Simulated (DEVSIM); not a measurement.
Structure: abrupt GaAs p-n junction, at 400 K.

| layer (left to right) | material | thickness (μm) | Nd (cm⁻³) | Na (cm⁻³) | τn (s) | τp (s) |
|---|---|---|---|---|---|---|
| 1 | GaAs | 0.180 | - | 3.2e16 | 5e-10 | 5e-10 |
| 2 | GaAs | 0.650 | 1.8e15 | - | 5e-10 | 1.5e-9 |

Left contact: ohmic. Right contact: ohmic. Voltage is applied to the left contact. Recombination: SRH at mid-gap. Mobility is μmin + (μ − μmin)/(1 + (N/Nref)^α).

The device is made up for the run: typed textbook-type constants, with dimensions and the other settings drawn at random. Values at 300 K; Nc and Nv go as T^1.5, mobilities as T to minus their exponent, the gap by Varshni's rule with the affinity fixed.

| parameter | GaAs |
|---|---|
| gap (eV) | 1.424 |
| affinity (eV) | 4.07 |
| permittivity | 12.9 |
| Nc (cm⁻³) | 4.7e17 |
| Nv (cm⁻³) | 9e18 |
| μn (cm²/Vs) | 8500 |
| μp (cm²/Vs) | 400 |
| μn,min | 500 |
| μp,min | 20 |
| Nref,n | 6e16 |
| Nref,p | 1.5e17 |
| αn | 0.39 |
| αp | 0.38 |
| T exponent of μn | 2.1 |
| T exponent of μp | 2.2 |
| Varshni α (eV/K) | 0.000541 |
| Varshni β (K) | 204 |

Model (solved in DEVSIM): 1D drift-diffusion, Boltzmann statistics, complete ionisation; no tunnelling, impact ionisation, image-force lowering or self-heating.

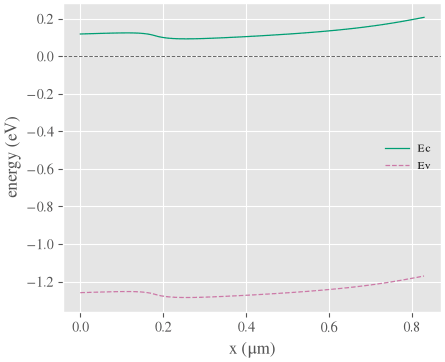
Band edges at 1.05 V on the left contact

Energies count from the Fermi level of the right contact; mesh points crowd at the junctions.

| x (μm) | Ec (eV) | Ev (eV) | n (cm⁻³) | p (cm⁻³) | field (V/cm) |
|---|---|---|---|---|---|
| 0.000 | 0.118 | -1.259 | 1400 | 3.2e16 | 670 |
| 0.01147 | 0.119 | -1.258 | 2.1e14 | 3.2e16 | 670 |
| 0.02690 | 0.120 | -1.258 | 4.8e14 | 3.2e16 | 660 |
| 0.04765 | 0.121 | -1.256 | 8.4e14 | 3.3e16 | 620 |
| 0.08568 | 0.123 | -1.254 | 1.5e15 | 3.3e16 | 430 |
| 0.1160 | 0.124 | -1.253 | 2.0e15 | 3.2e16 | -70 |
| 0.1410 | 0.123 | -1.255 | 2.6e15 | 3.0e16 | -1200 |
| 0.1641 | 0.117 | -1.260 | 3.4e15 | 2.5e16 | -3600 |
| 0.1767 | 0.111 | -1.266 | 4.3e15 | 2.0e16 | -6000 |
| 0.1866 | 0.105 | -1.272 | 5.4e15 | 1.6e16 | -5400 |
| 0.2016 | 0.099 | -1.278 | 6.7e15 | 1.3e16 | -3300 |
| 0.2317 | 0.093 | -1.284 | 8.3e15 | 1.0e16 | -890 |
| 0.2673 | 0.092 | -1.285 | 9.0e15 | 8.6e15 | 270 |
| 0.3192 | 0.096 | -1.282 | 8.9e15 | 7.5e15 | 870 |
| 0.4239 | 0.107 | -1.270 | 7.6e15 | 6.0e15 | 1200 |
| 0.5426 | 0.124 | -1.253 | 5.9e15 | 4.5e15 | 1700 |
| 0.6411 | 0.143 | -1.234 | 4.4e15 | 3.2e15 | 2300 |
| 0.7087 | 0.161 | -1.216 | 3.3e15 | 2.4e15 | 3000 |
| 0.7658 | 0.181 | -1.196 | 2.5e15 | 1.5e15 | 3700 |
| 0.7942 | 0.192 | -1.185 | 2.2e15 | 9.9e14 | 4000 |
| 0.8136 | 0.200 | -1.177 | 1.9e15 | 5.0e14 | 4200 |
| 0.8300 | 0.207 | -1.171 | 1.8e15 | 25000 | 4200 |
